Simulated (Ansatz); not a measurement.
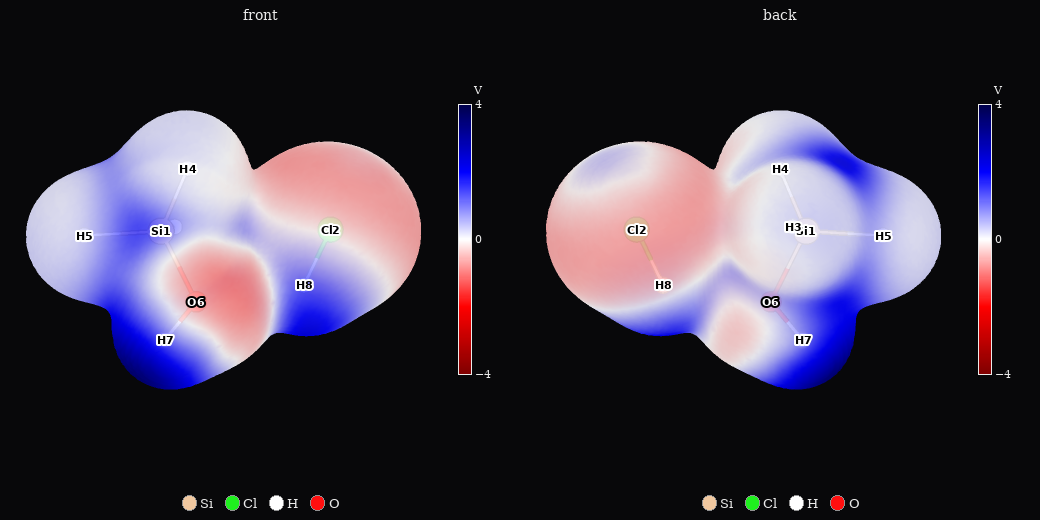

Figure 1: H$_{4}$OSi···HCl. The electrostatic potential painted on the density surface at 0.004 e/bohr³, seen from the front and from behind; red is negative and blue positive.

Not at a stationary point (largest force 0.9 eV/Å).

Level of theory: RKS PBE/def2-SVP (Ansatz 0.2.0).

```xyz
8

Si   -0.4138   -0.1105   -0.3889
Cl    0.0737    0.8545    2.7673
H     0.7978   -0.8243    0.1375
H    -0.1812    1.3681   -0.4288
H    -0.6687   -0.6066   -1.7940
O    -1.7982   -0.4323    0.5244
H    -2.3800   -1.1179    0.1536
H    -1.0865    0.2392    2.4965
```

**Describe the electrostatic potential map.**

The most negative region (about −1.0 V) lies over O6, the most positive (about +3.5 V) over H7. Cl2 shows a σ-hole: about +0.4 V at the tip opposite its bond, against about −0.5 V on its flanks.
